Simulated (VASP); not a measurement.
Band structure of LiH (space group Fm-3m). All values below come from PBE GGA, VASP's PBE PAW potentials (set 64) (plane waves; VASP).

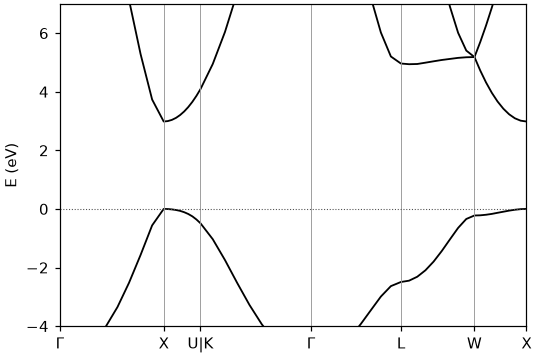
Figure: Bands along high-symmetry lines, zero at the valence-band maximum or, without a gap, the Fermi level

Question: Read the plot: is there a gap, and where are the band edges?

Answer: The gap is direct, 2.98 eV, from the valence maximum at X to the conduction minimum at X.

The structure comes from a computed database's LiH entry; how it stands against other phases isn't given here. The cell was not relaxed at this level.
